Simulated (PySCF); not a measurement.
The calculation's input:

```
{"job": {"kind": "uv", "xc": "B3LYP", "basis": "def2-SVPD", "nstates": 8, "ntriplets": 3}, "charge": 0, "multiplicity": 1}
C      2.731181     0.193628     0.888551
S      2.316228    -1.458766     0.246492
Si     0.786452    -0.936428    -1.181786
C     -0.597949    -0.080970    -0.243759
C     -0.773345     1.205178     0.111230
Si    -2.461524     0.959269     0.923722
C     -1.810556    -0.778402     0.338816
F     -2.557220    -1.446606    -0.619685
H      3.470975     0.050932     1.668771
H      3.146639     0.800463     0.089724
H      1.840296     0.659502     1.299726
H      1.376843    -0.001315    -2.139580
H      0.382169    -2.214157    -1.735593
H     -0.092650     2.018383    -0.088649
H     -2.591388     1.145681     2.367081
H     -3.616133     1.427886     0.168418
H     -1.557015    -1.532247     1.089891
```

Command:

```sh
OMP_NUM_THREADS=1 python probes_run.py task.json out
```

Geometry: GFN2-xTB.

Theory: PySCF 2.14.0, B3LYP/def2-SVPD, SCF density, gas phase.

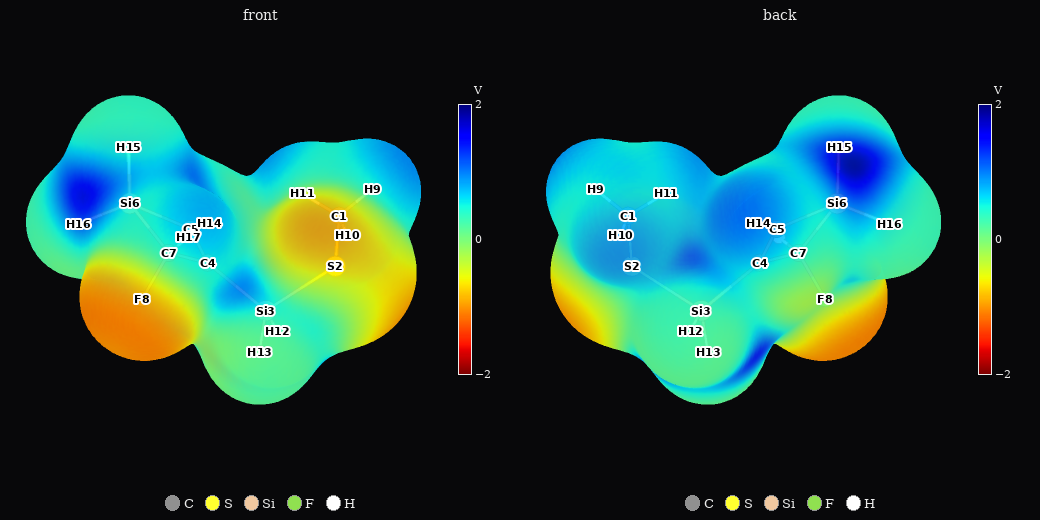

C₄H₉FSSi₂ (SMILES CS[SiH2]C1=C[SiH2][C@H]1F). The electrostatic potential painted on the density surface at 0.002 e/bohr³, seen from the front and from behind; red is negative and blue positive.

**Which sites attract a positive test charge, and which a negative one?**

A positive charge is drawn to the negative regions and a negative charge to the positive ones. The most negative region (about −1.1 V) lies over F8, the most positive (about +1.7 V) over Si6.
